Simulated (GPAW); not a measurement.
# OsBr2 (1T monolayer): G0W0 with GPAW, start to end, part 2 of 2

How does a plane-wave GW calculation on OsBr2 (1T monolayer) run from the first input to the gap?

GPAW 26.7.0; PBE and many-body steps on it, plane waves. Known limits of the many-body steps: not at the basis limit; no spin polarisation; d states lean on the start; no spin-orbit coupling.

So far. Step 4 (Bands along the symmetry lines): The gap is 1.196 eV, +0.013 eV from the run before at this level. Step 5 (Empty states on the mesh, 9×9×1 mesh, 302 bands): On this mesh the gap is 1.183 eV.

## Step 6: Screening and self-energy, 9×9×1 mesh, 136 bands, screening to 48 eV

Now the one-shot GW correction: screening in the RPA, then the self-energy of the levels asked for.

This step: G0W0 on PBE, plane waves, PAW.

run.py

```python
import json
import numpy as np
from gpaw.mpi import world
from gpaw.response.g0w0 import G0W0

gw = G0W0('full.gpw',
    filename='gw',
    kpts=[0, 3],
    bands=(12, 16),
    ecut=48,
    nbands=136,
    truncation='2D',
    integrate_gamma='sphere',
    q0_correction=True,
    frequencies={'type': 'nonlinear', 'domega0': 0.15, 'omega2': 15.0},
    eta=0.1,
    nblocksmax=True)
gw.calculate()
res = {mode: {k: v for k, v in r.items() if k != 'sigma_eskwn'}
       for mode, r in gw.all_results.items()}

if world.rank == 0:
    with open('result.json', 'w') as f:
        json.dump(res, f, default=lambda x: x.tolist())
```

Launch:

```sh
> mpirun -n 8 gpaw python run.py
```

Numbers of over 12 decimals in the logs are rounded to 6 here.

The program printed:

```text
Using integrator: PointIntegrator
NonLinearFrequencyDescriptor(from 0.000 to 91.563 eV, 174 points)
Nonperiodic BCs:  [False False  True]
Using integrator: PointIntegrator
NonLinearFrequencyDescriptor(from 0.000 to 91.563 eV, 174 points)
Nonperiodic BCs:  [False False  True]
Applying analytical 2D correction to W:
    Evaluating Gamma point contribution to W on a 15x15x1 grid
  ___  _ _ _
 |   || | | |
 | | || | | |
 |__ ||_____|
 |___|

BZ k-points: Symmetries present (total): 12

  [... matrices ...]
81 k-points: 9 x 9 x 1 Monkhorst-Pack grid
12 k-points in the irreducible part of the Brillouin zone
       k-points in crystal coordinates                weights
   0:     0.00000000    0.00000000    0.00000000          1/81
   1:     0.11111111    0.00000000    0.00000000          6/81
   2:     0.22222222   -0.11111111    0.00000000          6/81
   3:     0.22222222    0.00000000    0.00000000          6/81
   4:     0.33333333   -0.11111111    0.00000000         12/81
   5:     0.33333333    0.00000000    0.00000000          6/81
   6:     0.33333333    0.33333333    0.00000000          2/81
   7:     0.44444444   -0.22222222    0.00000000          6/81
   8:     0.44444444   -0.11111111    0.00000000         12/81
   9:     0.44444444    0.00000000    0.00000000          6/81
          ...
  11:     0.44444444    0.44444444    0.00000000          6/81

Distributing spins, k-points and bands (1 x 2 x 4) over 1 process
Number of blocks: 8

Quasi particle states:
k-points (IBZ indices): [0, 3]
Band range: (12, 16)
  [... matrices ...]
Computational parameters:
Plane wave cut-off: 48 eV
Number of bands: 136
Coulomb cutoff: 2D
Broadening: 0.1 eV

fxc modes: GW
Kernel: RPA
Using full-frequency real axis integration
Summing all q:

Calculating screened Coulomb potential
2D Coulomb truncation
NonLinearFrequencyDescriptor(from 0.000 to 91.563 eV, 174 points)
Removing empty qpoint cache files...

Calculating chi0 body with:
    Ground state adapter containing:
    Number of spins: 1
    Number of kpoints: 81
    Number of irreducible kpoints: 12
    Number of completely occupied states: 14
    Number of partially occupied states: 14
    Occupied states memory: 5.9814453125 M / cpu

    Linear response parametrization:
    q_c: [0.0, 0.0, 0.0]
    Number of frequency points: 174
    Planewave cutoff: 48.0
    Number of bands: 136
    Number of planewaves: 137
    Broadening (eta): 0.1
    comm.size: 8
    kncomm.size: 1
    blockcomm.size: 8

    Memory estimate of potentially large arrays:
        chi0_wGG: 6.229031 M / cpu
Integrating chi0 body.

Symmetries of q_c:
    Direct symmetries (Uq -> q): 12
    Indirect symmetries (TUq -> q): 0
In total 12 allowed symmetries.

  [... matrices ...]
12 groups of equivalent kpoints. 85.185185% reduction.

Integral kind: spectral function
Integrating chi0 head and wings.

Symmetries of q_c:
    Direct symmetries (Uq -> q): 12
    Indirect symmetries (TUq -> q): 0
In total 12 allowed symmetries.

  [... matrices ...]
12 groups of equivalent kpoints. 85.185185% reduction.

Integral kind: spectral function wings

Calculating chi0 body with:
    Ground state adapter containing:
    Number of spins: 1
    Number of kpoints: 81
    Number of irreducible kpoints: 12
    Number of completely occupied states: 14
    Number of partially occupied states: 14
[... the further q-points ...]

Results:
f:      Occupation numbers
eps:     KS-eigenvalues [eV]
vxc:     KS vxc [eV]
exx:     Exact exchange [eV]
sigma:   Self-energies [eV]
dsigma:  Self-energy derivatives
Z:       Renormalization factors
qp:      QP-energies [eV]

k-point 0 (0): (0.000, 0.000, 0.000)                GW
band       f     eps     vxc     exx   sigma  dsigma       Z      qp
                                                                   GW
  12   1.000  -1.525 -20.740 -24.381   3.644  -0.551   0.645  -1.523
  13   1.000  -0.575 -20.020 -23.379   3.221  -0.450   0.690  -0.670
  14   0.000   2.044 -21.674 -16.760  -3.048  -0.508   0.663   3.282
  15   0.000   2.045 -21.673 -16.760  -3.048  -0.508   0.663   3.282

k-point 1 (3): (0.222, 0.000, 0.000)                GW
band       f     eps     vxc     exx   sigma  dsigma       Z      qp
                                                                   GW
  12   1.000  -0.825 -21.386 -25.048   3.602  -0.448   0.691  -0.866
  13   1.000  -0.168 -21.560 -25.089   3.438  -0.401   0.714  -0.233
  14   0.000   1.015 -19.503 -14.901  -2.916  -0.354   0.739   2.260
  15   0.000   1.717 -21.333 -16.269  -3.166  -0.429   0.700   3.045
```

Wall time 3.3 min (8 MPI ranks of Intel Xeon 6975P-C (Granite Rapids), shared host); peak memory 3.5 GiB; 21 min of CPU time.

Numbers from this step:

```
G0W0 gap on the points computed              : 2.493 eV
least direct G0W0 gap on the computed points : 2.493 eV
Z at the valence top                         : 0.7136
Z at the conduction bottom                   : 0.7387
starting gap on the mesh                     : 1.183 eV
k of the valence top                         : 0.2222, 0, 0
k of the conduction bottom                   : 0.2222, 0, 0
```

The gap on the mesh goes from 1.18 eV to 2.49 eV, a correction of +1.31 eV.

Limits: finite bands, cutoff and mesh; no spin polarisation; d states lean on the start; no spin-orbit coupling. v1 is the top filled band, c1 the lowest empty one. Levels before and after the correction, in eV, zero at the valence-band top of each column:

|  | conduction bottom | valence top |
| --- | --- | --- |
| Kohn-Sham | 1.18 | 0.00 |
| G0W0 | 2.49 | 0.00 |

|  | level | energy (eV) |
| --- | --- | --- |
| Kohn-Sham | (0.222 0 0) v2 | -0.657 |
| Kohn-Sham | (0.222 0 0) v1 | 0.000 |
| Kohn-Sham | (0.222 0 0) c1 | 1.183 |
| Kohn-Sham | (0.222 0 0) c2 | 1.885 |
| G0W0 | (0.222 0 0) v2 | -0.633 |
| G0W0 | (0.222 0 0) v1 | 0.000 |
| G0W0 | (0.222 0 0) c1 | 2.493 |
| G0W0 | (0.222 0 0) c2 | 3.278 |

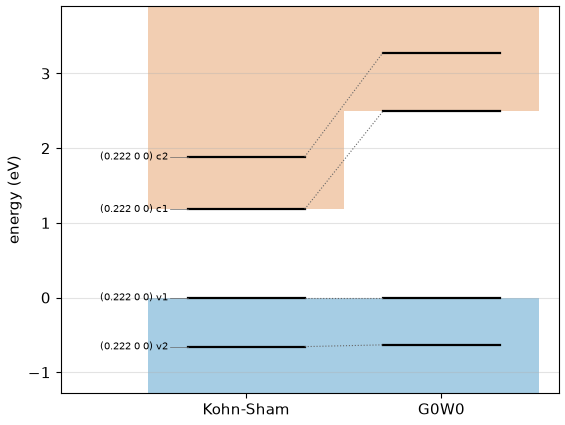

Levels before and after the correction. Shaded: valence and conduction bands.

## Step 7: Where the time went

Times are wall times on 8 MPI ranks of Intel Xeon 6975P-C (Granite Rapids), shared host, good to a factor of about two.

```csv
step,time,share,memory (GiB)
relaxation,53 s,14 %,1.8
ground state,9.1 s,2 %,1.4
bands along the symmetry lines,10 s,3 %,1.4
empty states on the mesh,100 s,27 %,9.8
screening and self-energy,3.3 min,54 %,3.5
```

## Step 8: Summary of results

| Item | Value |
| --- | --- |
| PBE gap | 1.18 eV, direct |
| G0W0 gap on the mesh | 2.49 eV |
| GW settings | 9×9×1 mesh, 136 bands, screening to 48 eV, full frequency, Hilbert transform |
| known limits | not at the basis limit; no spin polarisation; d states lean on the start; no spin-orbit coupling |

G0W0 moves the gap on the mesh from 1.18 eV to 2.49 eV (+1.31 eV), with Z of 0.71 and 0.74 at the edges. Only 2 of the mesh's irreducible points were corrected, so a valley elsewhere could overtake. The dearest step here is «screening and self-energy». Bands and cutoff are finite, so the gap is not at the basis limit. The miss can reach some tenths of an eV and take either sign; the mesh is an error of its own. These stock PAW sets were not made for GW; the filled d or f shell of Br lies in the frozen core, which bears on start and correction. In the G0W0 run levels were corrected at 2 k points alone, so a gap called «on the mesh» is the least over those, and an edge elsewhere would be missed. The runs have no spin polarisation. For a closed low-spin shell that is the natural state; where a d or f shell is open it is a constraint, and the gap is then not the crystal's own. With d states at the gap, one-shot GW leans hard on its start. The many-body steps are scalar-relativistic: spin-orbit coupling is not in them.

[Paths, hosts, dates, memory and timing lines, banners, echoed tables and standing remarks are left out of the program output.]

[Logs are printed without paths, hosts, clocks, repeated set-up lines and the standing remarks that a program may print on its own settings, such as how far it seeks lower states.]

[Runs of the session that timed out or met a known fault of the program may be left out.]

[Hosts, paths, dates, database ids (printed as entryN), source tags and the programs' standing remarks are cut or masked in the printed files.]
